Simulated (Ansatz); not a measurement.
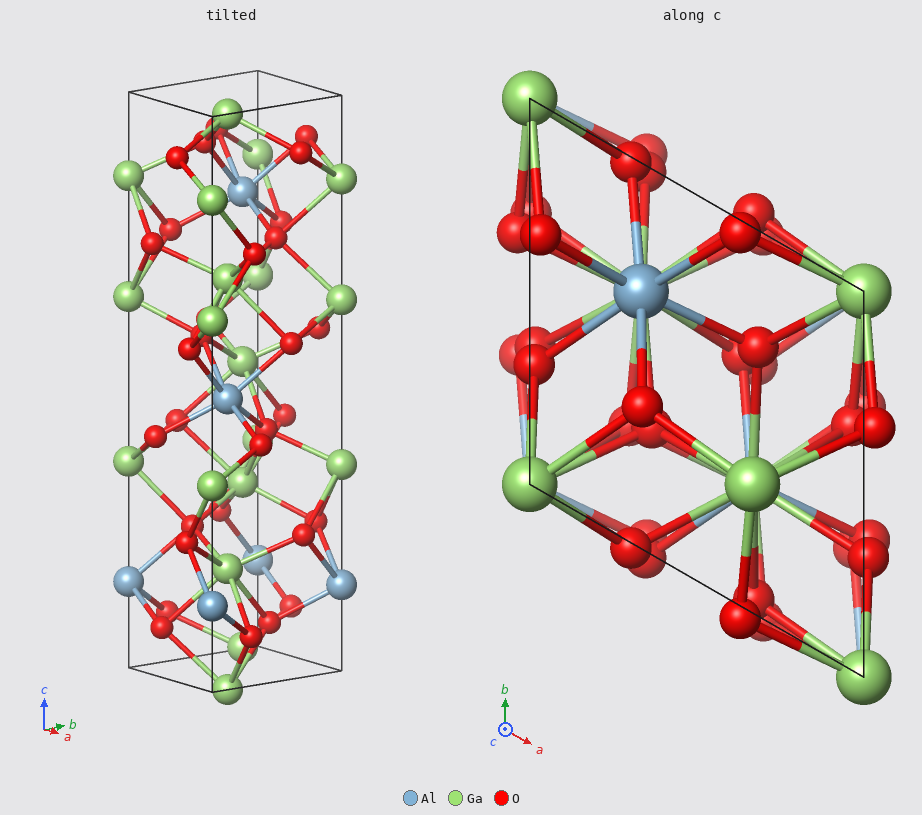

Crystal structure, ball-and-stick style, seen slightly off an axis and along the c axis. The conventional unit cell is drawn as a box.

AlGa3O6, space group R3 (No. 146), a = 4.929 Å, b = 4.929 Å, c = 13.325 Å, α = 90.00°, β = 90.00°, γ = 120.00°. It goes back to a structure type filled with these elements by a generator (whether the compound takes this form wasn't checked). Earlier steps of the study may have refined or changed the cell and positions. A calculation with Ansatz used it as input.

This one geometry was computed with Ansatz (DFT, plane waves, PAW) at five levels of theory: HSE06, r2SCAN, PBE0, PBE and PBE with spin-orbit coupling. It was relaxed beforehand with r2SCAN.

Question: Which level gives the highest pressure at this volume, and what does that say about its equilibrium volume?

Answer: Highest: PBE (9.0 GPa) and PBE with spin-orbit coupling (9.0 GPa), which points to the largest equilibrium volume. Lowest, with the smallest volume: HSE06 (-0.5 GPa) and PBE0 (-0.6 GPa). Levels within 0.5 GPa of each other can't be told apart.

Question: How does the band gap change with the level of theory?

Answer: PBE with spin-orbit coupling: a gap of 3.48 eV, indirect; PBE: a gap of 3.48 eV, indirect; r2SCAN: a gap of 4.20 eV, indirect; HSE06: a gap of 5.27 eV, indirect; PBE0: a gap of 5.99 eV, indirect.

Question: Collect the results in a table.

Answer:
| level | cutoff (eV) | k-mesh of the run's cell | gap (eV) | pressure (GPa) |
| --- | --- | --- | --- | --- |
| HSE06 | 420 | 4×4×4 | 5.27 | -0.5 |
| r2SCAN | 500 | 6×6×6 | 4.20 | 0.0 |
| PBE0 | 420 | 4×4×4 | 5.99 | -0.6 |
| PBE | 420 | 6×6×6 | 3.48 | 9.0 |
| PBE with spin-orbit coupling | 420 | 6×6×6 | 3.48 | 9.0 |

Gaps are taken on the k-mesh or band path of each run.
